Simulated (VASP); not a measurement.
# Ag (Silver): structure and properties in VASP

What structure and properties does PBE give Ag (Silver), and how near are they to the measured ones? The steps: relaxing cell and atoms (PBE), second relaxation, single point with fields (PBE), band structure (PBE), total and projected DOS (PBE), core levels (PBE) and band structure (PBE), changed input. Left out of this account: 1 further run (phonons: it ended without a result to show). The start is a cell from a database of measured crystal structures.

Method: PBE; plane waves and PAW (Ag), in VASP 6.6.1.

**Measured values to reproduce.**

For Ag, fcc (literature value), “Chemical Reactivity of Supported ZnO Clusters: Undercoordinated Zinc and Oxygen Atoms as Active Sites” (2020, pmc:7756222) quotes earlier work: lattice constant a (cubic lattice parameter) 4.0857 Å [literature value quoted in the computational section; measurement temperature not stated …].

Most raw output is cut from this account.

### Step 1. Set-up

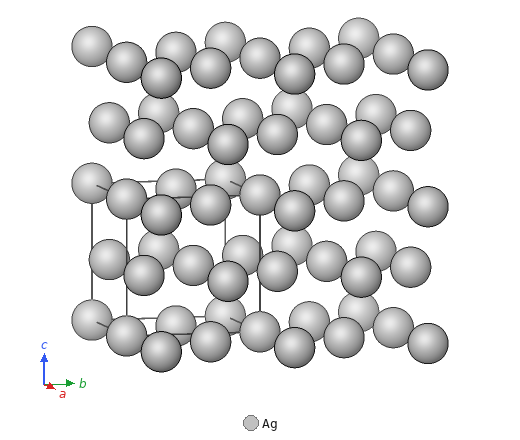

The starting structure, seen slightly off an axis (silver light grey). 2×2×2 cells are drawn. This picture shows the conventional cell, with its axes. Some periodic images of atoms are drawn too.

Coordinates:

```xyz
1
Lattice="0.0000 2.0427 2.0427 2.0427 0.0000 2.0427 2.0427 2.0427 0.0000" Properties=species:S:1:pos:R:3 pbc="T T T"
Ag    0.0000    0.0000    0.0000
```

### Step 2. Relaxing cell and atoms (PBE)

The start need not lie at this functional's minimum. ISIF = 3 frees volume, shape and positions, and EDIFFG sets the threshold on forces and stress at which the search stops. PBE, the usual starting point, adds the gradient of the density.

INCAR reads:

```
SYSTEM = Ag
PREC = Accurate
ENCUT = 400
EDIFF = 1E-06
NELM = 100
ISMEAR = 1
SIGMA = 0.2
LREAL = .FALSE.
ALGO = Normal
GGA = PE
NBANDS = 11
LASPH = .TRUE.
LORBIT = 11
LWAVE = .FALSE.
LCHARG = .FALSE.
KPAR = 2
IBRION = 2
NSW = 60
ISIF = 3
EDIFFG = -0.01
```

POSCAR reads:

```
Ag
1.0
    0.0000000000      2.0427500000      2.0427500000
    2.0427500000      0.0000000000      2.0427500000
    2.0427500000      2.0427500000      0.0000000000
Ag
1
Direct
    0.0000000000      0.0000000000      0.0000000000
```

KPOINTS reads:

```
Automatic mesh
0
Gamma
11 11 11
0 0 0
```

The projector-augmented-wave data sets are Ag (PBE family, release 64).

The run is started by

```bash
$ mpirun -np 2 vasp_std
```

It took 12 s on 2 MPI ranks of Intel Xeon Platinum 8488C (Sapphire Rapids), shared host; peak memory 0.26 GiB.

This run has no spin polarisation. Its electron count is odd, so without a moment it is a metal by construction. The k-mesh is coarse for a metal. The run keeps the 48 symmetry operations of its start, so it cannot find a distortion of lower symmetry.

Step by step:

```
step  energy less that of the first step (eV)  largest force (eV/Å)  pressure (GPa)  volume (Å³)
   1                                   0.0000                0.0000            3.87        17.05
   2                                  -0.0048                0.0000           -2.00        18.08
   3                                  -0.0073                0.0000            0.03        17.68
```

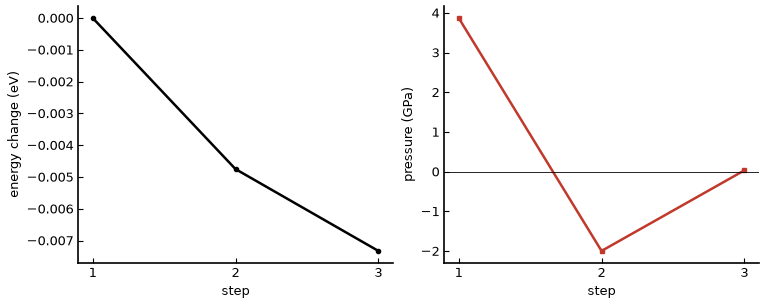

Energy and pressure along the relaxation.

```
conventional cell, symmetrised  before  after  change
                         a (Å)   4.085  4.136  +1.2 %
                         b (Å)   4.085  4.136  +1.2 %
                         c (Å)   4.085  4.136  +1.2 %
              volume (Å³/atom)   17.05  17.68  +3.7 %
```

The relaxed structure:

```xyz
1
Lattice="0.0000 2.0678 2.0678 2.0678 0.0000 2.0678 2.0678 2.0678 0.0000" Properties=species:S:1:pos:R:3 pbc="T T T"
Ag    0.0000    0.0000    0.0000
```

This step gave:

```
electrons                       : 11
bands                           : 11
irreducible k-points            : 56
symmetry operations             : 48
free energy (TOTEN)             : -2.717 eV
energy at zero smearing         : -2.716 eV
Fermi energy                    : 8.204 eV
pressure                        : 0.03165 GPa
metallic                        : yes
SCF cycles over all ionic steps : 24
```

It ends with forces that vanish by symmetry and a pressure of 0.03 GPa. The volume lies +3.7 % from that of the database's start.

### Step 3. Second relaxation

A relaxation keeps the plane waves of the cell it began with, so it is repeated from the new cell, on a basis made for it.

INCAR is that of step 2.

POSCAR reads:

```
Ag
1.0
    0.0000000000      2.0677638109      2.0677638109
    2.0677638109      0.0000000000      2.0677638109
    2.0677638109      2.0677638109      0.0000000000
Ag
1
Direct
    0.0000000000      0.0000000000      0.0000000000
```

KPOINTS is that of step 2.

The run is started by

```bash
$ mpirun -np 2 vasp_std
```

Elapsed: 8.2 s, on 2 MPI ranks; peak memory 0.25 GiB.

Little changed from the start: no atom moved by 0.005 Å and no cell edge by 0.1 %.

This step gave:

- free energy (TOTEN): -2.719 eV
- energy at zero smearing: -2.718 eV
- Fermi energy: 8.177 eV
- pressure: -0.04389 GPa
- SCF cycles over all ionic steps: 16

It ends with forces that vanish by symmetry and a pressure of -0.04 GPa.

### Step 4. Single point with fields (PBE)

The relaxed cell gets a fresh self-consistent run, on a basis set for its own volume, to fix the density and to check the remaining stress.

INCAR: that of step 3 with these lines changed.

```diff
@@ -14,7 +14,5 @@
 LWAVE = .FALSE.
-LCHARG = .FALSE.
-KPAR = 2
-IBRION = 2
-NSW = 60
-ISIF = 3
-EDIFFG = -0.01
+LCHARG = .TRUE.
+ISIF = 2
+LELF = .TRUE.
+LVHAR = .TRUE.
```

POSCAR reads:

```
Ag
1.0
    0.0000000000      2.0691908426      2.0691908426
    2.0691908426      0.0000000000      2.0691908426
    2.0691908426      2.0691908426      0.0000000000
Ag
1
Direct
    0.0000000000      0.0000000000      0.0000000000
```

KPOINTS is that of step 3.

The run is started by

```bash
$ mpirun -np 2 vasp_std
```

Elapsed: 6.4 s, on 2 MPI ranks; peak memory 0.22 GiB; 12 s of CPU time.

Numbers from this step:

- SCF cycles: 11
- bands: 12
- pressure: -0.05695 GPa

Valence electrons inside each PAW sphere by angular momentum. Sphere charges, by row:

```
atom  s (e)  p (e)  d (e)  tot (e)
 Ag1  0.408  0.278  9.155    9.841
```

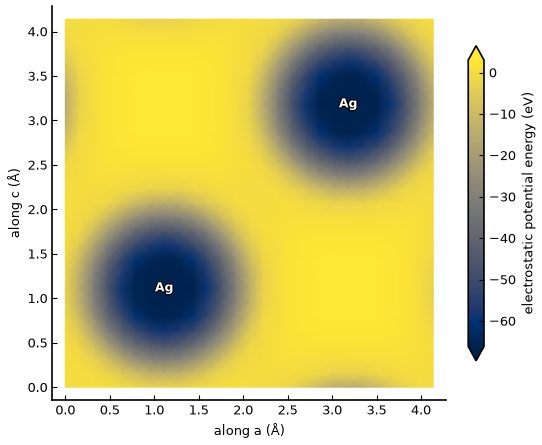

Electrostatic potential energy in the ac plane of the conventional cell at fractional y = 0.000, with atoms of Ag within 0.2 Å of it. With pseudopotentials it is smooth inside the atoms' cores, unlike the true potential. The map starts off the cell's origin, so that atoms lie inside it.

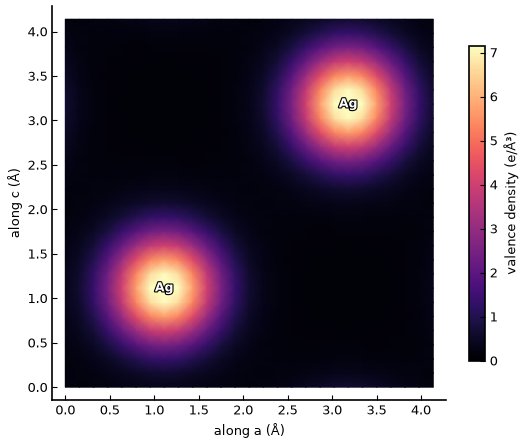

Valence density in the ac plane of the conventional cell at fractional y = 0.000, with atoms of Ag within 0.2 Å of it. It is the smooth field of the valence electrons, not physical close to the nuclei. The map starts off the cell's origin, so that atoms lie inside it.

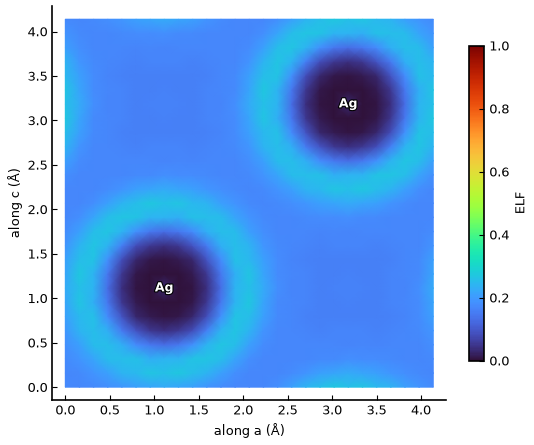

ELF in the ac plane of the conventional cell at fractional y = 0.000, with atoms of Ag within 0.2 Å of it. It is the smooth field of the valence electrons, not physical close to the nuclei. The map starts off the cell's origin, so that atoms lie inside it.

In this run the pressure is -0.06 GPa, small enough to go on.

### Step 5. Band structure (PBE)

The mesh alone shows little of the dispersion and can miss band extrema, so KPOINTS_OPT adds a path through the symmetry points after the self-consistent cycle.

INCAR reads:

```
SYSTEM = Ag
PREC = Accurate
ENCUT = 400
EDIFF = 1E-06
NELM = 100
ISMEAR = 1
SIGMA = 0.2
LREAL = .FALSE.
ALGO = Normal
GGA = PE
NBANDS = 16
LASPH = .TRUE.
LORBIT = 11
LWAVE = .FALSE.
LCHARG = .FALSE.
KPAR = 2
```

POSCAR is that of step 4.

KPOINTS is that of step 4.

KPOINTS_OPT reads:

```
Line mode
16
Line-mode
Reciprocal
  0.00000000   0.00000000   0.00000000 GAMMA
  0.50000000   0.00000000   0.50000000 X

  0.50000000   0.00000000   0.50000000 X
  0.50000000   0.25000000   0.75000000 W

  0.50000000   0.25000000   0.75000000 W
  0.37500000   0.37500000   0.75000000 K

  0.37500000   0.37500000   0.75000000 K
  0.00000000   0.00000000   0.00000000 GAMMA

  0.00000000   0.00000000   0.00000000 GAMMA
  0.50000000   0.50000000   0.50000000 L

  0.50000000   0.50000000   0.50000000 L
  0.62500000   0.25000000   0.62500000 U

  0.62500000   0.25000000   0.62500000 U
  0.50000000   0.25000000   0.75000000 W

  0.50000000   0.25000000   0.75000000 W
  0.50000000   0.50000000   0.50000000 L

  0.50000000   0.50000000   0.50000000 L
  0.37500000   0.37500000   0.75000000 K

  0.62500000   0.25000000   0.62500000 U
  0.50000000   0.00000000   0.50000000 X
```

The run is started by

```bash
$ mpirun -np 2 vasp_std
```

It took 15 s on 2 MPI ranks; peak memory 0.26 GiB.

Spin-orbit coupling is off here; it would split degenerate levels.

This step gave:

```
bands    : 16
pressure : -0.05617 GPa
```

The electronic bands at the labelled points (eV, zero at the Fermi level; # counts the bands kept):

```
    point     #2     #3     #4     #5     #6     #7     #8
        Γ  -4.95  -4.95  -4.95  -3.98  -3.98  15.67  19.02
        X  -6.35  -3.27  -3.04  -3.04   1.37   6.17  10.20
        W  -5.19  -5.19  -3.97  -3.04   5.54   5.54   6.46
        K  -5.67  -4.26  -3.77  -3.31   3.92   4.84   6.62
        Γ  -4.95  -4.95  -4.95  -3.98  -3.98  15.67  19.02
        L  -4.97  -4.97  -3.24  -3.24  -0.56   3.12  14.90
        U  -5.67  -4.26  -3.77  -3.31   3.92   4.84   6.62
        W  -5.19  -5.19  -3.97  -3.04   5.54   5.54   6.46
        L  -4.97  -4.97  -3.24  -3.24  -0.56   3.12  14.90
        K  -5.67  -4.26  -3.77  -3.31   3.92   4.84   6.62
jump to U  -5.67  -4.26  -3.77  -3.31   3.92   4.84   6.62
        X  -6.35  -3.27  -3.04  -3.04   1.37   6.17  10.20
```

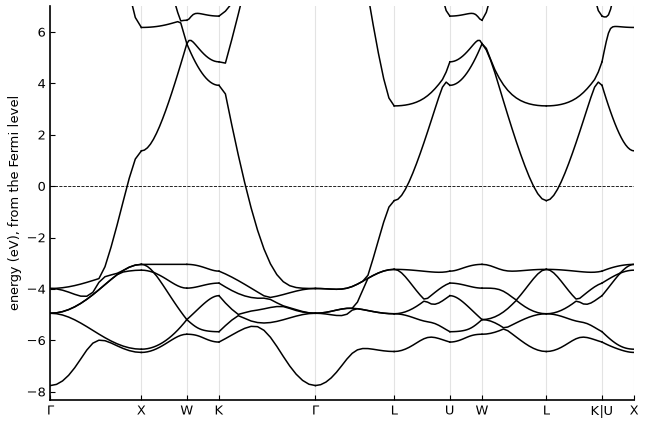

Electronic bands along the path.

There is no gap at this level.

### Step 6. Total and projected DOS (PBE)

Here the states are counted by energy and projected on the atoms. The mesh is finer than in the run before.

INCAR: that of step 5 with these lines changed.

```diff
@@ -5,3 +5,3 @@
 NELM = 100
-ISMEAR = 1
+ISMEAR = -5
 SIGMA = 0.2
@@ -16 +16,2 @@
 KPAR = 2
+NEDOS = 2001
```

POSCAR is that of step 5.

KPOINTS reads:

```
Automatic mesh
0
Gamma
16 16 16
0 0 0
```

The run is started by

```bash
$ mpirun -np 2 vasp_std
```

It took 15 s on 2 MPI ranks; peak memory 0.27 GiB.

With tetrahedra the forces and stress of a metal are not exact derivatives of the energy.

This step gave:

- irreducible k-points: 145
- free energy (TOTEN): -2.718 eV
- Fermi energy: 7.963 eV
- pressure: 0.1332 GPa
- DOS at the Fermi level: 0.2751 states/eV/cell

The density of states has structure finer than the step of the table below, so its rows give means over 1 eV, whole bins alone (the curve runs from -9.80 to 7.91 eV). Peaks (eV: height): total -5.8: 4.20, -4.5: 6.24, -3.7: 3.73, -3.1: 5.17; Ag d -5.8: 3.16, -4.5: 5.52, -3.7: 3.45, -3.1: 5.01; Ag p -4.5: 0.112, 1.6: 0.0885, 5.8: 0.103, 7.5: 0.118; Ag s -5.8: 0.288, -4.5: 0.0864, 3.7: 0.0982, 6.6: 0.133.

States under -9.8 eV and over 7.9 eV are left out. Table of density of states by energy, zero at the Fermi level; means over each step; values in states/eV/cell:

```
energy (eV)   total     Ag d     Ag p    Ag s
         -9       0        0        0       0
         -8  3.3e-4        0        0  1.8e-4
         -7  0.0790  0.00250  0.00251  0.0387
         -6    1.97     1.44   0.0347   0.158
         -5    2.89     2.48   0.0580  0.0441
         -4    3.26     2.95   0.0583  0.0363
         -3    2.20     2.08   0.0205  0.0260
         -2   0.223    0.107   0.0274  0.0363
         -1   0.241   0.0823   0.0448  0.0419
          0   0.275   0.0712   0.0681  0.0419
          1   0.271   0.0615   0.0762  0.0372
          2   0.260   0.0517   0.0827  0.0302
          3   0.204   0.0394   0.0671  0.0232
          4   0.326   0.0703   0.0653  0.0880
          5   0.306   0.0578   0.0704  0.0761
          6   0.302   0.0518   0.0766  0.0686
          7   0.401   0.0700   0.0881   0.104
```

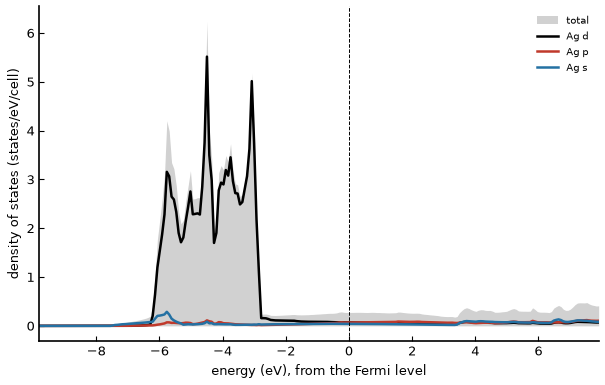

Density of states against energy.

The finer mesh and the other smearing move the Fermi level by -0.21 eV from the 11×11×11 run, one measure of the sampling error in the zero of the bands above. Of the states within 0.3 eV of the Fermi level, the largest shares in the PAW spheres are Ag d 26 %, Ag p 25 % and Ag s 15 %. The rest lies in smaller channels or between the spheres.

### Step 7. Core levels (PBE)

ICORELEVEL = 1 prints the core eigenvalues in the potential of the ground state.

INCAR reads:

```
SYSTEM = Ag
PREC = Accurate
ENCUT = 400
EDIFF = 1E-06
NELM = 100
ISMEAR = 1
SIGMA = 0.2
LREAL = .FALSE.
ALGO = Normal
GGA = PE
NBANDS = 11
LASPH = .TRUE.
LORBIT = 11
LWAVE = .FALSE.
LCHARG = .FALSE.
KPAR = 2
ICORELEVEL = 1
```

POSCAR is that of step 6.

KPOINTS reads:

```
Automatic mesh
0
Gamma
11 11 11
0 0 0
```

The run is started by

```bash
$ mpirun -np 2 vasp_std
```

The job ended after 5.8 s (2 MPI ranks; peak memory 0.24 GiB).

These are scalar-relativistic Kohn-Sham levels of the ground state, with no core hole, so they are not binding energies.

Numbers from this step:

| Quantity | Value |
| --- | --- |
| bands | 11 |
| irreducible k-points | 56 |
| free energy (TOTEN) | -2.719 eV |
| Fermi energy | 8.177 eV |
| pressure | -0.05670 GPa |

Kohn-Sham core levels. Core levels, by row:

```
atom  shell  level below the Fermi level (eV)
 Ag1     1s                             25322
 Ag1     2s                              3726
 Ag1     2p                              3342
 Ag1     3s                               681
 Ag1     3p                             554.8
 Ag1     3d                             355.9
 Ag1     4s                             92.24
 Ag1     4p                             55.69
```

### Step 8. Band structure (PBE), changed input

The mesh alone shows little of the dispersion and can miss band extrema, so KPOINTS_OPT adds a path through the symmetry points after the self-consistent cycle. Some settings are moved from the usual, to see what they do.

INCAR: that of step 7 with these lines changed.

```diff
@@ -8,5 +8,5 @@
 LREAL = .FALSE.
-ALGO = Normal
+ALGO = Fast
 GGA = PE
-NBANDS = 11
+NBANDS = 16
 LASPH = .TRUE.
@@ -16,2 +16 @@
 KPAR = 2
-ICORELEVEL = 1
```

POSCAR is that of step 7.

KPOINTS is that of step 7.

KPOINTS_OPT is that of step 5.

The run is started by

```bash
$ mpirun -np 2 vasp_std
```

Elapsed: 14 s, on 2 MPI ranks; peak memory 0.26 GiB; 28 s of CPU time.

ALGO acts on the way to self-consistency or on speed; a fully converged result doesn't depend on them, though slow mixing can meet EDIFF with the stress still off.

Numbers from this step:

| Property | Result |
| --- | --- |
| SCF cycles | 12 |
| bands | 16 |
| pressure | -0.02778 GPa |

The electronic bands at the labelled points (eV, zero at the Fermi level; # counts the bands kept):

(Unchanged from step 5.)

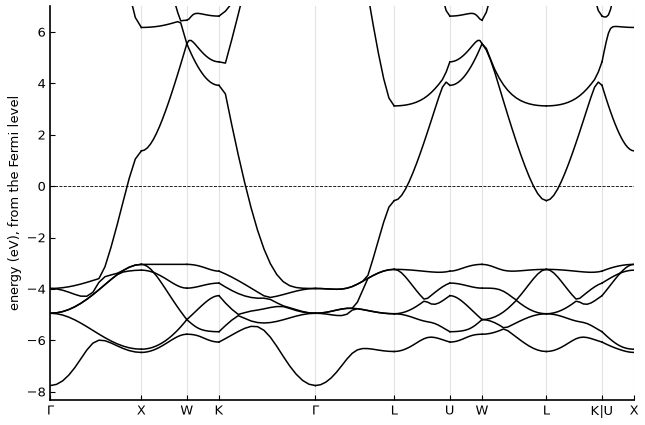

Electronic bands along the path.

Against the sound run “Band structure (PBE)”, the energy at zero smearing moves by +0.0 meV an atom, the pressure by +0.03 GPa and the Fermi level by +0.00 eV.

### Step 9. What came out

```json
{
  "relaxed volume": "17.72 Å³/atom",
  "relaxed conventional cell a, b, c": "4.138, 4.138, 4.138 Å",
  "space group after relaxing, within 0.02 Å": "Fm-3m (No. 225)",
  "band gap": "none, a metal",
  "DOS at the Fermi level": "0.275 states/eV/cell",
  "shallowest level of the frozen cores": "Ag1 4p, 55.7 eV deep"
}
```

**Reading.** With PBE, Ag (Silver) relaxes to 17.72 Å³/atom in space group Fm-3m (held by the symmetry of the run) and comes out as a metal. Against the listed cell the volume lies +3.9 %. Band structure (PBE): Of the bands kept, 1 crosses the Fermi level on this path. Band structure (PBE), changed input: Of the bands kept, 1 crosses the Fermi level on this path. Spin-orbit coupling is left out; it would split some degenerate bands. The k-sampling is coarse for a metal, so the Fermi level, pressures and the shape of the cell carry errors. No search among competing phases was made. All values are for a static lattice at zero temperature.

Comparison with the measured values:

```
              quantity  measured             PBE
lattice constant a (Å)    4.0857  4.138 (+1.3 %)
```

Measured values from pmc:7756222 (2020).

Verdict: The lattice constant a is off by +1.3 %: fair agreement. The grades are ours: good and fair within 0.7 and 1.5 % for the lattice constant a. For lattice constants the calculation has a static lattice, without zero-point motion or thermal expansion. As a rule both would widen the computed cell, so the excess over experiment is if anything larger than shown.

[Lines on the potential files, build, host, timing and source positions are cut from VASP's logs without a mark.]

[Logs are printed without paths, hosts, clocks, repeated set-up lines and the standing remarks that a program may print on its own settings, such as how far it seeks lower states.]

[Hosts, paths, dates, database ids (printed as entryN), source tags and the programs' standing remarks are cut or masked in the printed files.]

[A measured line is paired with the nearest computed mode of its activity, which favours agreement.]
